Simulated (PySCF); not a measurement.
# C5H9ClOSi: the cost of one run

Computed with PySCF 2.14.0, with density-fitted response routines of our own, on a single molecule in the gas phase. Atoms count from 0, in the outputs and in this text.

### Step 1. Starting geometry

17 atoms, charge 0, multiplicity 1; geometry from: GFN2-xTB.

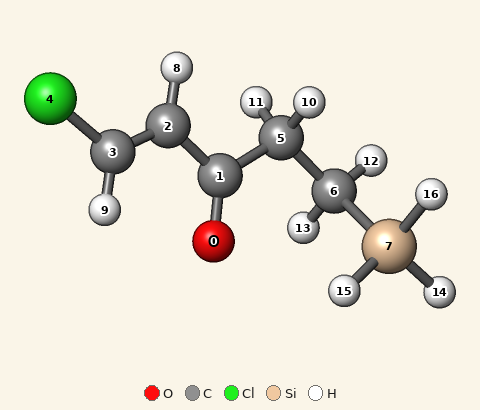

As it starts; oxygen red, carbon grey, chlorine green, silicon light orange, hydrogen white, atoms numbered.

### Step 2. Ultraviolet spectrum: CAM-B3LYP/def2-SVPD

Job settings and geometry (Å):

```
{"job": {"kind": "uv", "xc": "CAM-B3LYP", "basis": "def2-SVPD", "nstates": 8, "ntriplets": 3}, "charge": 0, "multiplicity": 1}
O      0.510930     0.023081    -1.483562
C      0.769403    -0.172900    -0.317698
C      2.116379     0.051524     0.249156
C      3.095350     0.534303    -0.512430
Cl     4.674547     0.829427     0.048334
C     -0.243030    -0.674332     0.682823
C     -1.621748    -0.876246     0.068178
Si    -2.466645     0.748127    -0.462234
H      2.270903    -0.182012     1.291430
H      2.930979     0.771214    -1.554723
H     -0.284868     0.040427     1.509599
H      0.143969    -1.613772     1.093704
H     -2.253874    -1.395304     0.791075
H     -1.523793    -1.535419    -0.795092
H     -3.795722     0.401285    -0.971550
H     -1.713556     1.492229    -1.461762
H     -2.616222     1.570400     0.747632
```

Method: TDDFT CAM-B3LYP/def2-SVPD, vertical, gas phase, core orbitals frozen in the response.

Launch:

```console
$ OMP_NUM_THREADS=1 python probes_run.py task.json out
```

One launch serves the whole session: the jobs run in the order shown.

Q: Estimate the wall time and peak memory of this job on 1 thread of Arm Neoverse V2, shared host.

About 74 s, with a peak of 1.1 GiB.
